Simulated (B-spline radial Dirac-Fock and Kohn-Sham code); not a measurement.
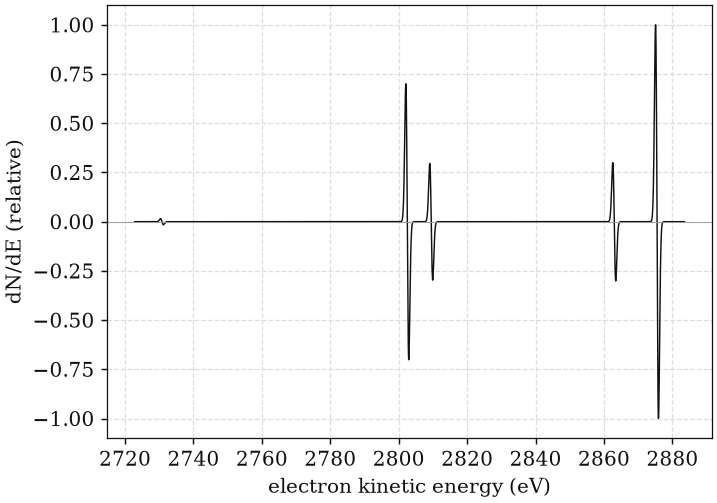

The Auger multiplet of an L3 hole with both final holes in M23, broadened by 1.0 eV full width and differentiated. Kinetic energies count from the vacuum level; very weak lines are left out. Lines are named by their largest jj component, which in light atoms can differ from the customary names. System: caesium in charge state +6 (Cs⁶⁺) in the configuration [Kr] 4d10 5s2 5p1. The calculation used Dirac–Fock ΔSCF energies in intermediate coupling of the two holes, Coulomb rates, valence shells as spectators (a B-spline radial atomic code).

Which line is strongest?

Answer. L3-M3M3 J=2 at 2.876 keV, 43 % of the multiplet.

How wide is the L3 level from this decay?

Answer. 0.321 eV from this multiplet.
